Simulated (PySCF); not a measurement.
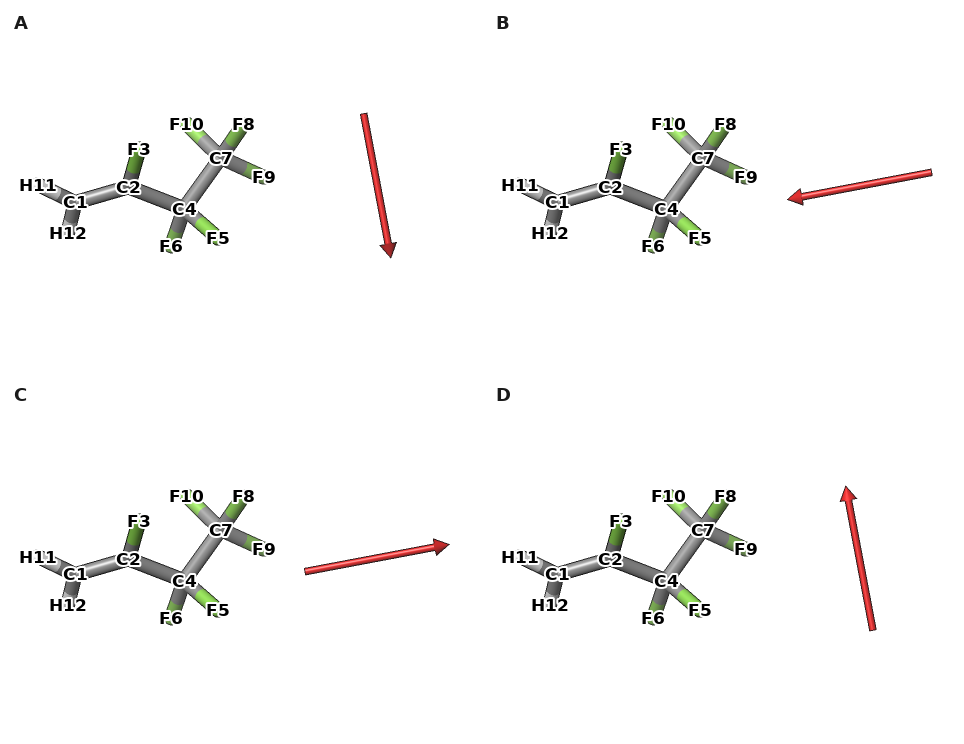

The same molecule four times, each with an arrow. Computed geometry: GFN2-xTB optimisation. No frequency run is at hand to confirm it as a minimum. Level of theory: PBE0/def2-SVPD, gas phase (PySCF 2.14.0).

### Which arrow points along the dipole moment, from the negative to the positive end?

B. The dipole moment is 2.35 D; it points from the side of F8, F9 to the side of H11 (the outermost atoms at the two ends).
